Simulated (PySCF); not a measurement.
# CH4BN (SMILES B1CN1): a chain of runs

We compute a geometry optimisation (CAM-B3LYP/6-31G), then vibrational wavenumbers, then the energy (CCSD(T)/6-31+G**), then the excited states (TDA-wB97M-D4/6-311++G(2d,2p)) of CH4BN. The job is set up through a Python script.

Program for the calculation: PySCF 2.14.0.

## Step 1: The structure to begin with

The species is CH4BN (7 atoms), meant as a singlet with charge 0. As SMILES, `B1CN1`. The shape comes from a force field and isn't a relaxed structure. The run starts from this shape.

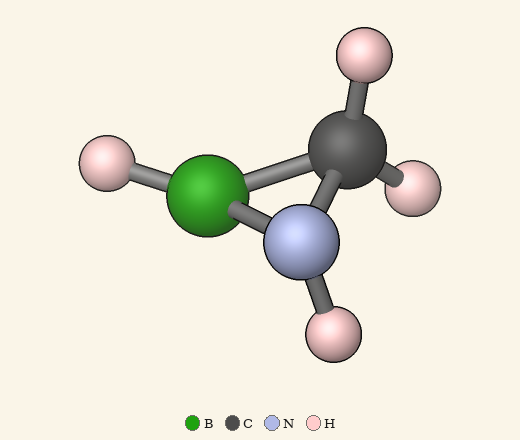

Viewed from a chosen angle; boron green, carbon dark grey, nitrogen light blue, hydrogen pink.

## Step 2: A structure relaxation at CAM-B3LYP/6-31G (sfX2C, density fitting with cc-pvtz-jkfit) (run 1)

Input file run.py:

```python
from pyscf import gto, dft
from pyscf.geomopt.geometric_solver import kernel as optimise

mol = gto.M(
    atom=[
    ('B', (-0.719300, -0.476200, -0.411300)),
    ('C', (0.180800, 0.622800, 0.214200)),
    ('N', (0.449500, -0.739700, 0.464600)),
    ('H', (-1.796500, -0.692400, -0.750000)),
    ('H', (0.902200, 1.107200, -0.499700)),
    ('H', (-0.220200, 1.162200, 1.105800)),
    ('H', (1.264800, -1.051900, -0.169200)),
],
    max_memory=1860,
    cart=True,
    verbose=3,
    basis='6-31g',
)

myscf = dft.RKS(mol, xc='cam-b3lyp')
myscf = myscf.x2c()
myscf = myscf.density_fit(auxbasis='cc-pvtz-jkfit')
converged, mol_eq = optimise(myscf, maxsteps=100, convergence_set='GAU_TIGHT')
print('converged:', converged)
print(mol_eq.tostring())

myscf.reset(mol_eq)
mol = mol_eq
myscf.kernel()
etot = myscf.e_tot
print('E(%s) = %.9f' % ('CAM-B3LYP', etot))
```

Started as:

```bash
$ OMP_NUM_THREADS=1 python run.py
```

The log of the run:

```text
convergence_set           GAU_TIGHT
[... 49 lines left out ...]
> Will converge when all 5 criteria are reached:
[... 45 lines left out ...]
converged SCF energy = -119.99127083854
[... 99 lines left out ...]
converged SCF energy = -120.01296902155
[... 99 lines left out ...]
converged SCF energy = -120.015922358986
[... 99 lines left out ...]
converged SCF energy = -120.016099143775
[... 99 lines left out ...]
converged SCF energy = -120.01612718839
[... 99 lines left out ...]
converged SCF energy = -120.016127305727
[... 89 lines left out ...]
Converged! =D
[... 1 line left out ...]
converged: True
B          -0.77185309       -0.41596596       -0.37887127
C           0.17901969        0.72335267        0.17028184
N           0.47287949       -0.73781900        0.04401226
H          -1.77487849       -0.83534728       -0.83034162
H           0.71918824        1.38879749       -0.50079005
H           0.07680398        1.11431734        1.18104895
H           1.24749203       -1.34177624        0.24127317
converged SCF energy = -120.016127313923
E(CAM-B3LYP) = -120.016127314
```

Run time: 93 s. Hardware: 1 thread of Intel Xeon at 2.70GHz, shared host; peak memory 0.41 GiB.

Steps, from the record of the run:

| step | energy from the first frame kept (eV) | largest force (eV/Å) |
| --- | --- | --- |
| 0 | 0.0000 | 5.2825 |
| 1 | -0.7691 | 2.2041 |
| 2 | -1.0730 | 1.7698 |
| 3 | -1.1949 | 1.5580 |
| 4 | -1.3088 | 1.2211 |
| 5 | -1.3596 | 1.0760 |
| 6 | -1.3919 | 0.8345 |
| 7 | -1.4198 | 0.4283 |
| 8 | -1.4340 | 0.2355 |
| 9 | -1.4399 | 0.1921 |
| 10 | -1.4428 | 0.1392 |
| 11 | -1.4431 | 0.1627 |
| 12 | -1.4443 | 0.0980 |
| 13 | -1.4448 | 0.0810 |
| 14 | -1.4451 | 0.0599 |
| 15 | -1.4454 | 0.0470 |
| 16 | -1.4455 | 0.0235 |
| 17 | -1.4455 | 0.0058 |
| 18 | -1.4455 | 0.0018 |
| 19 | -1.4455 | 0.0030 |
| 20 | -1.4455 | 0.0027 |
| 21 | -1.4455 | 0.0016 |
| 22 | -1.4455 | 0.0013 |
| 23 | -1.4455 | 0.0011 |
| 24 | -1.4455 | 0.0010 |

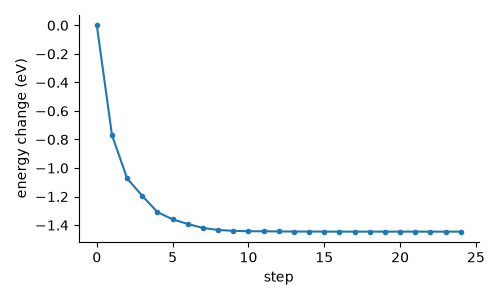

Energy along the run.

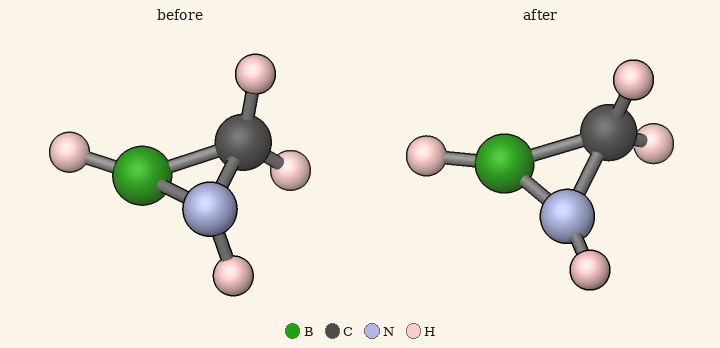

Before and after, at one scale.

After the run. Bond lengths: B1–C2 1.582 Å, B1–N3 1.353 Å, C2–N3 1.496 Å, B1–H4 1.177 Å, C2–H5 1.089 Å, C2–H6 1.089 Å, N3–H7 1.002 Å. Some angles: B1–C2–N3 52.1°, C2–B1–N3 60.7°, B1–N3–C2 67.3°, B1–C2–H5 121.6°, B1–C2–H6 121.6°, N3–C2–H5 116.6°, N3–C2–H6 116.6°, C2–B1–H4 154.4°, N3–B1–H4 145.0°, B1–N3–H7 156.3°.

## Step 3: Vibrational wavenumbers at CAM-B3LYP/6-31G (sfX2C, density fitting with cc-pvtz-jkfit) (run 2)

Input file input.py:

```python
from pyscf import gto, dft, symm
from pyscf.hessian import thermo

mol = gto.Mole()
mol.atom = [
    ('B', (-0.788981, -0.273655, -0.346018)),
    ('C', (0.161892, 0.865664, 0.203135)),
    ('N', (0.455751, -0.595508, 0.076865)),
    ('H', (-1.792006, -0.693036, -0.797489)),
    ('H', (0.702043, 1.531130, -0.467937)),
    ('H', (0.059691, 1.256606, 1.213907)),
    ('H', (1.230364, -1.199465, 0.274126)),
]
mol.verbose = 3
mol.cart = True
mol.spin = 0
mol.max_memory = 1860
mol.basis = '6-31g'
mol.build()

mf = dft.RKS(mol)
mf.xc = 'cam-b3lyp'
mf = mf.x2c()
mf = mf.density_fit(auxbasis='cc-pvtz-jkfit')
mf.kernel()

e_tot = mf.e_tot
print('Final energy', e_tot)
hess = mf.Hessian().kernel()
modes = thermo.harmonic_analysis(mol, hess)
thermo.dump_normal_mode(mol, modes)
symm.geom.TOLERANCE = 1e-3  # for the symmetry number
th = thermo.thermo(mf, modes['freq_au'], 1200, 101325)
thermo.dump_thermo(mol, th)
```

Started as:

```bash
$ OMP_NUM_THREADS=1 python input.py
```

The log of the run:

```text
converged SCF energy = -120.016127314296
Final energy -120.01612731429603
[... 84 lines left out ...]
Gibbs free energy [Eh] -120.09481
```

It took 57 s on 1 thread of Intel Xeon at 2.70GHz, shared host; peak memory 0.56 GiB.

## Step 4: The energy at CCSD(T)/6-31+G(d,p) (spherical functions) (run 3)

Input file run.py:

```python
from pyscf import gto, scf, cc

mol = gto.Mole()
mol.atom = [
    ('B', (-0.771853, -0.415966, -0.378871)),
    ('C', (0.179020, 0.723353, 0.170282)),
    ('N', (0.472879, -0.737819, 0.044012)),
    ('H', (-1.774878, -0.835347, -0.830342)),
    ('H', (0.719188, 1.388797, -0.500790)),
    ('H', (0.076804, 1.114317, 1.181049)),
    ('H', (1.247492, -1.341776, 0.241273)),
]
mol.charge = 0
mol.spin = 0
mol.verbose = 4
mol.basis = '6-31+g**'
mol.max_memory = 1860
mol.build()

myscf = scf.RHF(mol)
myscf.kernel()

mycc = cc.CCSD(myscf, frozen=3)
mycc.kernel()
e_t = mycc.ccsd_t()
e_final = mycc.e_tot + e_t
print('E(%s) = %.9f' % ('CCSD(T)', e_final))
```

Started as:

```bash
$ OMP_NUM_THREADS=1 python run.py
```

The log of the run:

```text
PySCF version 2.14.0

[... 61 lines left out ...]
converged SCF energy = -119.299240366863
[... 12 lines left out ...]
Init t2, MP2 energy = -119.693057371131  E_corr(MP2) -0.393817004267753
[... 11 lines left out ...]
CCSD converged
[... 2 lines left out ...]
E(CCSD(T)) = -119.734896617
```

It took 11 s on 1 thread of Intel Xeon at 2.70GHz, shared host; peak memory 0.27 GiB.

## Step 5: The vertical excitations at TDA-wB97M-D4/6-311++G(2d,2p) (density fitting, spin of roots singlet) (run 4)

Input file job.py:

```python
from pyscf import gto, dft, tdscf

mol = gto.Mole()
mol.atom = [
    ('B', (-0.771853, -0.415966, -0.378871)),
    ('C', (0.179020, 0.723353, 0.170282)),
    ('N', (0.472879, -0.737819, 0.044012)),
    ('H', (-1.774878, -0.835347, -0.830342)),
    ('H', (0.719188, 1.388797, -0.500790)),
    ('H', (0.076804, 1.114317, 1.181049)),
    ('H', (1.247492, -1.341776, 0.241273)),
]
mol.basis = '6-311++g(2d,2p)'
mol.charge = 0
mol.verbose = 4
mol.max_memory = 1860
mol.build()

mf = dft.RKS(mol, xc='wb97m-d4')
mf = mf.density_fit()
mf.kernel()

etot = mf.e_tot
print('E = %.10f Eh' % etot)

td = mf.TDA()
td.nstates = 10
td.kernel()
td.analyze()
roots = td.e * 27.211386
osc = td.oscillator_strength()
print('state   eV      nm      f')
for i, (w, f) in enumerate(zip(roots, osc), 1):
    print('%3d %9.4f %8.1f %9.5f' % (i, w, 1239.842 / w, f))
```

Started as:

```bash
$ OMP_NUM_THREADS=1 python job.py
```

The log of the run:

```text
PySCF version 2.14.0

[... 88 lines left out ...]
converged SCF energy = -120.150686614468
[... 60 lines left out ...]
** Transition electric dipole moments (AU) **
[... 7 lines left out ...]
** Transition velocity dipole moments (imaginary part, AU) **
state          X           Y           Z        Dip. S.      Osc.
  1        -0.0068     -0.0029      0.0177      0.0004      0.0011
  2        -0.0224     -0.0096      0.0587      0.0040      0.0114
  3         0.0339     -0.0160      0.0103      0.0015      0.0040
[... 6 lines of this table left out ...]
 10        -0.0834     -0.1077     -0.0494      0.0210      0.0482

** Transition magnetic dipole moments (imaginary part, AU) **
state          X           Y           Z
  1         0.9568     -0.1282      0.3444
  2         0.4687      0.1485      0.2032
  3        -0.2807     -0.1199      0.7352
[... 6 lines of this table left out ...]
 10         0.1612      0.0688     -0.4221
state   eV      nm      f
  1    6.1622    201.2   0.00330
  2    6.4208    193.1   0.00811
  3    6.8323    181.5   0.01543
[... 6 lines of this table left out ...]
 10    7.9144    156.7   0.05901
```

Wall time 6.1 min (1 thread of Intel Xeon at 2.70GHz, shared host); peak memory 0.79 GiB.

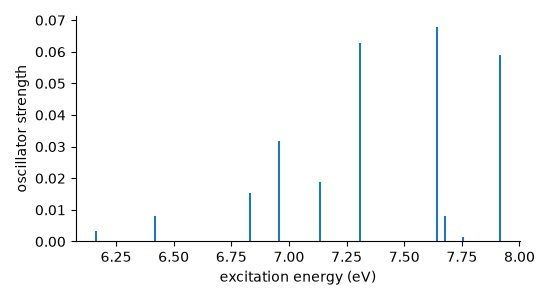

Vertical excitations as sticks.

The roots found:

| excited state | energy (eV) | strength |
| --- | --- | --- |
| 1 | 6.162 | 0.0033 |
| 2 | 6.421 | 0.0081 |
| 3 | 6.832 | 0.0154 |
| 4 | 6.955 | 0.0319 |
| 5 | 7.135 | 0.0188 |
| 6 | 7.309 | 0.0627 |
| 7 | 7.643 | 0.0680 |
| 8 | 7.679 | 0.0080 |
| 9 | 7.754 | 0.0014 |
| 10 | 7.914 | 0.0590 |

## Step 6: Summary of results

| quantity | value |
| --- | --- |
| run 1, CAM-B3LYP/6-31G: total energy at the end | -120.01613 Eh |
| run 1, CAM-B3LYP/6-31G: dipole moment | 1.15 D |
| run 1, CAM-B3LYP/6-31G: HOMO energy | -8.90 eV |
| run 1, CAM-B3LYP/6-31G: LUMO energy | 1.99 eV |
| run 1, CAM-B3LYP/6-31G: HOMO–LUMO gap | 10.89 eV |
| run 2, CAM-B3LYP/6-31G: lowest harmonic wavenumber | 470 cm⁻¹ |
| run 2, CAM-B3LYP/6-31G: highest harmonic wavenumber | 3743 cm⁻¹ |
| run 2, CAM-B3LYP/6-31G: zero-point energy | 145.0 kJ/mol |
| run 2, CAM-B3LYP/6-31G: ideal-gas entropy at 1200 K (symmetry number 1 as used) | 89.9 cal/(mol K) |
| run 3, CCSD(T)/6-31+G**: total energy | -119.73490 Eh |
| run 3, CCSD(T)/6-31+G**: dipole moment (Hartree–Fock density) | 0.76 D |
| run 3, CCSD(T)/6-31+G**: HOMO energy (Hartree–Fock orbitals) | -10.85 eV |
| run 3, CCSD(T)/6-31+G**: LUMO energy (Hartree–Fock orbitals) | 1.55 eV |
| run 3, CCSD(T)/6-31+G**: HOMO–LUMO gap (Hartree–Fock orbitals) | 12.39 eV |
| run 3, CCSD(T)/6-31+G**: correlation energy (3 core orbitals frozen) | -435.7 mEh |
| run 3, CCSD(T)/6-31+G**: (T) correction | -14.06 mEh |
| run 3, CCSD(T)/6-31+G**: T1 diagnostic | 0.015 |
| run 4, TDA-wB97M-D4/6-311++G(2d,2p): ground-state or mean-field energy | -120.15069 Eh |
| run 4, TDA-wB97M-D4/6-311++G(2d,2p): dipole moment (wB97M-D4 Kohn–Sham density) | 1.02 D |
| run 4, TDA-wB97M-D4/6-311++G(2d,2p): HOMO energy (wB97M-D4 Kohn–Sham orbitals) | -10.16 eV |
| run 4, TDA-wB97M-D4/6-311++G(2d,2p): LUMO energy (wB97M-D4 Kohn–Sham orbitals) | 0.52 eV |
| run 4, TDA-wB97M-D4/6-311++G(2d,2p): HOMO–LUMO gap (wB97M-D4 Kohn–Sham orbitals) | 10.68 eV |
| run 4, TDA-wB97M-D4/6-311++G(2d,2p): dispersion energy | -10.25 kJ/mol |
| run 4, TDA-wB97M-D4/6-311++G(2d,2p): lowest singlet excitation energy | 6.16 eV |

What this shows: The optimisation (run 1, CAM-B3LYP/6-31G) took 24 steps and changed the energy by -1.446 eV. All 15 modes (run 2, CAM-B3LYP/6-31G) are real, so the shape is a minimum at this level. The triples (run 3, CCSD(T)/6-31+G**) make up 3.2 % of the correlation energy. The brightest of the 10 transitions from the ground state lies at 7.64 eV (162 nm, f = 0.068); the lowest, at 6.16 eV, has f = 0.003.
